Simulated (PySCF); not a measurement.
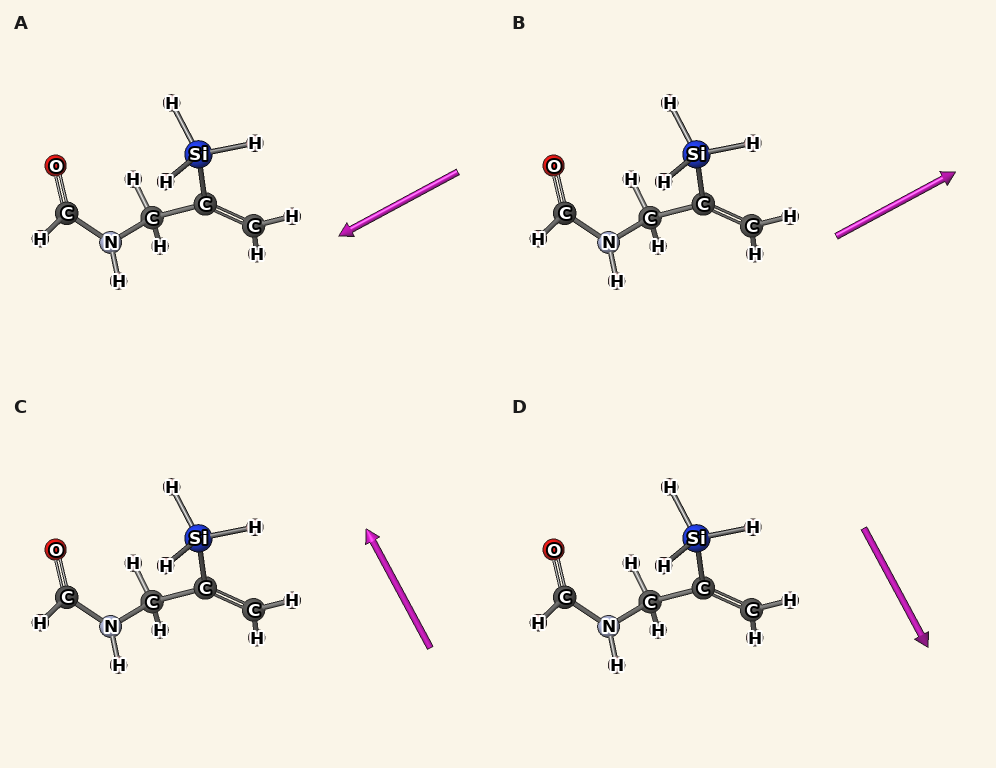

The same molecule four times, each with an arrow. The computed structure is the end point of a GFN2-xTB optimisation. No frequency run is at hand to confirm it as a minimum. Level of theory: PBE0/pcSseg-1, gas phase (PySCF 2.14.0).

Question: Which arrow points along the dipole moment, from the negative to the positive end?

Answer: D. The dipole moment is 3.79 D.

The geometry is semi-empirical. Around Si such bond lengths and angles can be off by a tenth of an ångström or more and by several degrees, and values that hang on the shape move with them.
